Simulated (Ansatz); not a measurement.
# C: response to strain

Aim: deform C (zz strain of +1 %) and compute stress, forces and field gradients with LAPW, PAW and all-electron datasets made for the crystal.

Method: DFT LDA, scalar-relativistic, in Ansatz 0.2.0.

**1. The starting structure**

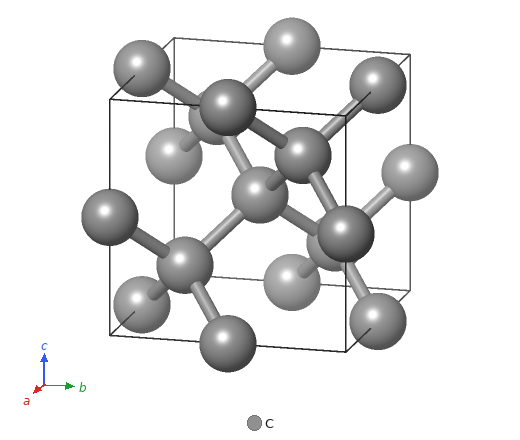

The starting structure, seen slightly off an axis (carbon grey). The cell drawn here is the conventional one.

Structure file:

```
C
1.0
     0.00000    1.78340    1.78340
     1.78340    0.00000    1.78340
     1.78340    1.78340    0.00000
C
2
Direct
  0.50000 0.50000 0.50000
  0.75000 0.75000 0.75000
```

Atoms are numbered in the order of the input: C1, C2.

**2. The deformed structure**

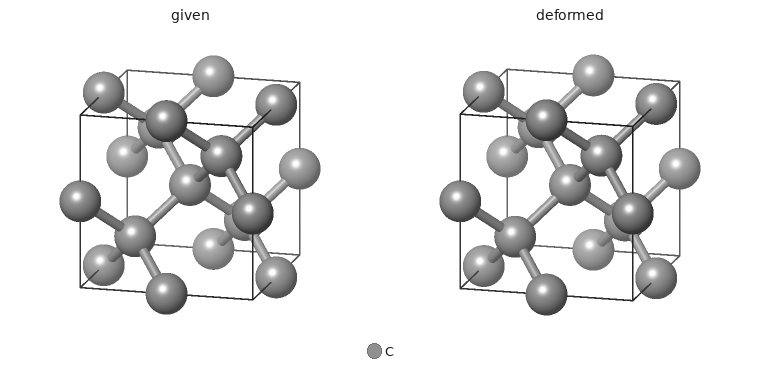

Given and deformed, at one scale.

Space group Fd-3m before, I4_1/amd after.

**3. Full-potential LAPW**

Input file input.yaml:

```yaml
crystal:
  lattice:
    - [0.0, 1.7834, 1.801234]
    - [1.7834, 0.0, 1.801234]
    - [1.7834, 1.7834, 0.0]
  atoms:
    - { symbol: C, position: [0.5, 0.5, 0.5] }
    - { symbol: C, position: [0.75, 0.75, 0.75] }
kpoints:
  mp_grid: { grid: [20, 20, 20] }
  band_path:
    path:
      - [0.0, 0.0, 0.0]
      - [0.0, 0.5, 0.5]
      - [0.25, 0.75, 0.5]
      - [0.0, 0.5, 0.0]
      - [0.0, 0.0, 0.0]
      - [0.5, 0.5, 0.0]
      - [0.3725370062, 0.6274629938, 0.0]
      - [-0.3725370062, 0.3725370062, 0.0]
      - [0.0, 0.0, 0.0]
    npoints: 5
scf:
  occupations: { method: fermi_dirac, width: 0.08 }
hamiltonian:
  xc: lda
  pseudopotentials: { kind: all_electron, lapw: { basis_error: 0.0005 } }
output:
  forces: true
  stress: true
  eigenvalues: true
```

Launch:

```bash
ansatz run input.yaml --threads 1 --pin off --max-ram 3072MiB --backend cpu --events-out ev --progress --plain --runs-dir out
```

The log of the run (excerpt; [...] marks lines left out):

```text
LAPW: plane waves up to 11.336 Å⁻¹, error target 5.0e-4 eV per atom; small_component_spin mean_spin; C in spheres of 0.775 Å, 6 of its electrons in bands, Dirac shells []
[...]
Pseudopotentials: kind: all_electron
Pseudopotential: C, LAPW, valence charge 6, Koelling and Harmon's equation, gaussian nucleus
Functional definition: SPW92
[...]
Crystal: 2 atoms, lattice volume = 11.458 Å³
Basis set: ecut = 489.6351427936507 eV, 283 PW (Γ), exchange–correlation at level 2
Bands: 10, of which v1, the nominal top of the filled ones, is band 6 counted from 1 (5 counted from 0)
Symmetry: 16 space group operations
Space group: I41/amd (ITA 141), of the structure as read, at distance tolerance 2.3e-5 Å
k-points: 641 of 8000
[...]
SCF iter   1: F=—  HF=-2058.631574 eV  |F-HF|=—  |Δ(HF+E_count)|=         —  Δρ=1.36e-1  dr2=1.53e0  ethr=1.27e-2  ⟨swp⟩=2.0  Hψ=47392  notcnv=0
[...]
SCF iter   5: F=-2057.886686 eV  HF=-2057.886686 eV  |F-HF|=9.01e-10  |Δ(HF+E_count)|=   3.08e-7  Δρ=1.66e-5  dr2=1.11e-8  ethr=2.30e-8  ⟨swp⟩=2.1  Hψ=14146  notcnv=0
[...]
NSCF: frozen V_eff on 41 k-points
SCF converged after 5 iterations
Free energy (F): -2057.886686 eV
[...]
E sigma→0 (E₀):  -2057.886686 eV
Fermi energy:    15.202351 eV
[...]
--- Forces (eV/Å), atoms counted from 1 ---
  atom   1  C     -0.00000000    -0.00000000     0.00000000
  atom   2  C      0.00000000     0.00000000     0.00000000
[...]
--- Stress (GPa, compression-positive) ---
      -14.022238       0.000000       0.000000
        0.000000     -14.022238       0.000000
        0.000000       0.000000     -23.241494
  P = ⅓ Tr σ = -17.0953 GPa (-170.953 kbar)
--- Band table (eV; the first three rows and the last of 641) ---
  k-point 0: bands = ["-249.7379", "-249.7258", "-7.9900", "13.0929", "13.2432", "13.2432", "18.6719", "18.6719", "18.7925", "26.5034"]
[...]
```

It took 33 s on 1 thread of Arm Neoverse V2, shared host; peak memory 0.66 GiB.

This run gives: pressure -17.10 GPa; gap 3.96 eV.

**4. PAW with frozen cores**

Input file input.yaml:

```yaml
crystal:
  lattice:
    - [0.0, 1.7834, 1.801234]
    - [1.7834, 0.0, 1.801234]
    - [1.7834, 1.7834, 0.0]
  atoms:
    - { symbol: C, position: [0.5, 0.5, 0.5] }
    - { symbol: C, position: [0.75, 0.75, 0.75] }
kpoints:
  mp_grid: { grid: [20, 20, 20] }
scf:
  occupations: { method: fermi_dirac, width: 0.08 }
hamiltonian:
  xc: lda
  pseudopotentials: { kind: paw }
output:
  forces: true
  stress: true
  eigenvalues: true
  efg: { contact_densities: true }
```

Launch:

```bash
ansatz run input.yaml --threads 1 --pin off --max-ram 3072MiB --backend cpu --events-out ev --progress --plain --runs-dir out
```

The log of the run (excerpt; [...] marks lines left out):

```text
[...]
Pseudopotentials: kind: paw
Pseudopotential: C, paw, valence charge 4, recommended cutoff 420 eV (normal)
[... 1 set-up line as earlier in the session ...]
[...]
Crystal: 2 atoms, lattice volume = 11.458 Å³
Basis set: ecut = 420 eV, 231 PW (Γ)
Bands: 8, of which v1, the nominal top of the filled ones, is band 4 counted from 1 (3 counted from 0)
[... 2 set-up lines as earlier in the session ...]
k-points: 641 of 8000
[...]
SCF iter   1: F=—  HF=-485.959007 eV  |F-HF|=—  |Δ(HF+E_count)|=         —  Δρ=7.03e-3  dr2=1.92e-3  ethr=1.77e-3  ⟨swp⟩=4.6  Hψ=32996  notcnv=0
[...]
SCF iter   6: F=-485.958427 eV  HF=-485.958427 eV  |F-HF|=5.34e-12  |Δ(HF+E_count)|=  3.95e-10  Δρ=5.94e-7  dr2=1.42e-11  ethr=1.18e-11  ⟨swp⟩=1.0  Hψ=15537  notcnv=0
[...]
SCF converged after 6 iterations
Free energy (F): -485.958427 eV
[...]
E sigma→0 (E₀):  -485.958427 eV
Fermi energy:    14.891687 eV
[...]
--- Forces (eV/Å), atoms counted from 1 ---
  atom   1  C      0.00000000    -0.00000000     0.00000000
  atom   2  C      0.00000000    -0.00000000     0.00000000
[...]
--- Stress (GPa, compression-positive) ---
      -14.132311       0.000000       0.000000
        0.000000     -14.132311       0.000000
        0.000000       0.000000     -23.344993
  P = ⅓ Tr σ = -17.2032 GPa (-172.032 kbar)
--- PAW observables at the nuclei: V_zz in 10²¹ V/m², potentials from the cell's mean, atoms counted from 1 ---
  atom   1  C  V_zz =    +0.048749   η = 0.0000   by run symmetry: allowed
            electrostatic potential = -418.993497 V   contact ρ = 849.732452 e/Å³
  atom   2  C  V_zz =    +0.048749   η = 0.0000   by run symmetry: allowed
            electrostatic potential = -418.993497 V   contact ρ = 849.732452 e/Å³
--- Band table (eV; the first three rows and the last of 641) ---
  k-point 0: bands = ["-8.3111", "12.7820", "12.9339", "12.9339", "18.3555", "18.3555", "18.4762", "26.1530"]
[...]
```

Wall time 3.7 s (1 thread of Arm Neoverse V2, shared host); peak memory 0.34 GiB.

This run gives: pressure -17.20 GPa; gap on the k mesh 3.96 eV; Vzz C1 0.05 (η = 0.00) (10²¹ V/m²).

**5. All-electron PAW on datasets made for the crystal**

Edit input.yaml of step 4 so:

```diff
@@ -14,3 +14,3 @@
   xc: lda
-  pseudopotentials: { kind: paw }
+  pseudopotentials: { kind: all_electron, datasets: crystal }
 output:
```

Launch:

```bash
ansatz run input.yaml --threads 1 --pin off --max-ram 3072MiB --backend cpu --events-out ev --progress --plain --runs-dir out
```

The log of the run (excerpt; [...] marks lines left out):

```text
[...]
[... 1 set-up line as earlier in the session ...]
Pseudopotential: C, paw, valence charge 4, recommended cutoff 540 eV (normal), Koelling and Harmon's equation, gaussian nucleus
[... 1 set-up line as earlier in the session ...]
[...]
Crystal: 2 atoms, lattice volume = 11.458 Å³
Basis set: ecut = 540 eV, 331 PW (Γ)
Bands: 8, of which v1, the nominal top of the filled ones, is band 4 counted from 1 (3 counted from 0)
[... 2 set-up lines as earlier in the session ...]
k-points: 641 of 8000
[...]
SCF iter   1: F=—  HF=-2058.387295 eV  |F-HF|=—  |Δ(HF+E_count)|=         —  Δρ=1.47e-1  dr2=1.69e0  ethr=2.07e-2  ⟨swp⟩=2.0  Hψ=30978  notcnv=0
[...]
SCF iter   6: F=-2057.887129 eV  HF=-2057.887129 eV  |F-HF|=9.88e-9  |Δ(HF+E_count)|=   4.16e-6  Δρ=2.45e-5  dr2=4.75e-9  ethr=2.67e-9  ⟨swp⟩=3.0  Hψ=10186  notcnv=0
[...]
SCF converged after 6 iterations
[...]
  The terms above E_closure are by the made datasets' own strengths, without shells solved beside the bands.
--- Forces (eV/Å), atoms counted from 1 ---
  atom   1  C      0.00000000     0.00000000     0.00000000
  atom   2  C      0.00000000     0.00000000     0.00000000
[...]
--- Stress (GPa, compression-positive) ---
      -14.021841       0.000000       0.000000
        0.000000     -14.021841      -0.000000
        0.000000       0.000000     -23.241556
  P = ⅓ Tr σ = -17.0951 GPa (-170.951 kbar)
--- PAW observables at the nuclei: V_zz in 10²¹ V/m², potentials from the cell's mean, atoms counted from 1 ---
  atom   1  C  V_zz =    +0.043597   η = 0.0000   by run symmetry: allowed
            electrostatic potential = -416.942050 V   contact ρ = 849.886528 e/Å³
  atom   2  C  V_zz =    +0.043597   η = 0.0000   by run symmetry: allowed
            electrostatic potential = -416.942050 V   contact ρ = 849.886528 e/Å³
--- Band table (eV; the first three rows and the last of 641) ---
  k-point 0: bands = ["-7.9901", "13.0927", "13.2430", "13.2430", "18.6718", "18.6718"]
[...]
```

Run time: 19 s. Hardware: 1 thread of Arm Neoverse V2, shared host; peak memory 0.58 GiB.

In short: pressure -17.10 GPa; gap on the k mesh 3.96 eV; Vzz C1 0.04 (η = 0.00) (10²¹ V/m²).

**6. Stress and forces compared**

Stress (GPa, compression positive):

| method | xx | yy | zz | yz | xz | xy |
| --- | --- | --- | --- | --- | --- | --- |
| LAPW | -14.02 | -14.02 | -23.24 | 0.00 | 0.00 | 0.00 |
| PAW | -14.13 | -14.13 | -23.34 | 0.00 | 0.00 | 0.00 |
| crystal datasets | -14.02 | -14.02 | -23.24 | 0.00 | 0.00 | 0.00 |

| method | pressure (GPa) | gap on the k mesh (eV) | Vzz C1 (10²¹ V/m²) | SCF cycles, all passes |
| --- | --- | --- | --- | --- |
| LAPW | -17.10 | 3.96 | – | 5 |
| PAW | -17.20 | 3.96 | 0.05 | 6 |
| crystal datasets | -17.10 | 3.96 | 0.04 | 6 |

**7. Results**

```
                                 quantity                                                 value
                                 pressure  LAPW -17.10, PAW -17.20, crystal datasets -17.10 GPa
largest shear or deviatoric stress (LAPW)                                              6.15 GPa
```

In words: The largest part of the stress beyond the pressure is 6.15 GPa in size, in the zz component; the atoms are carried along and not relaxed. No run of the undeformed cell stands beside it, so the pressure holds what the given cell had before the change. PAW: stress within 0.11 GPa of LAPW. Crystal datasets: stress within 0.01 GPa of LAPW.
